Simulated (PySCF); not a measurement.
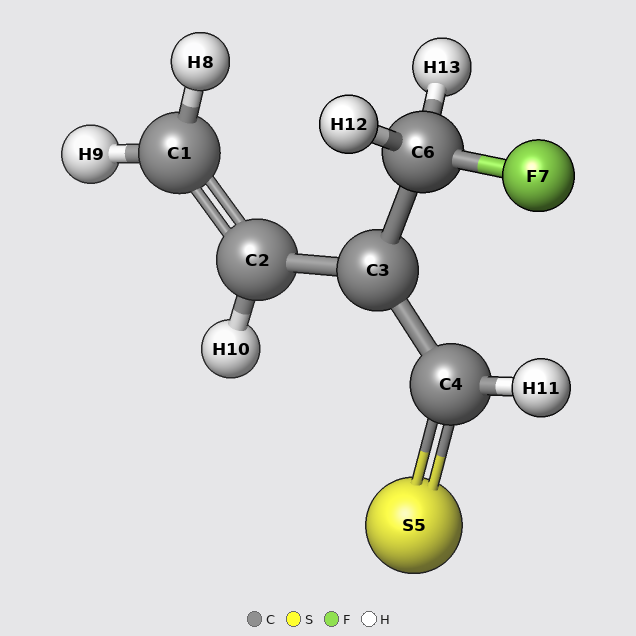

The species is neutral and a spin doublet. Computed geometry: GFN2-xTB optimisation. No frequency run is at hand to confirm it as a minimum. Method: UKS B3LYP, pcH-1 on C F H S, non-relativistic (PySCF 2.14.0). The run warned: orbitally degenerate or nearly so: second-order g, spin-orbit hyperfine and D do not apply. Fermi-contact and spin-dipolar terms alone, no spin-orbit part.

> Which nucleus has the largest dipolar (anisotropic) hyperfine coupling?

33S at S5: principal values −57.2, −56.4, 113.6 MHz.

List the isotropic and dipolar parts for the most strongly coupled nuclei, one of each equivalent set.

| atom | isotope | a_iso (MHz) | dipolar part (MHz) |
| --- | --- | --- | --- |
| S5 | 33S | 13.2 | −57.2, −56.4, 113.6 |
| C3 | 13C | 36.8 | −33.8, −32.7, 66.5 |
| C1 | 13C | 21.5 | −20.5, −19.7, 40.3 |
| C4 | 13C | −30.5 | −17.0, 6.5, 10.6 |
| C2 | 13C | −25.7 | −16.3, 6.5, 9.9 |
| H9 | 1H | −17.3 | −9.7, −0.7, 10.3 |
| H8 | 1H | −16.4 | −8.2, −1.0, 9.2 |
| H10 | 1H | 7.1 | −3.7, −3.0, 6.7 |
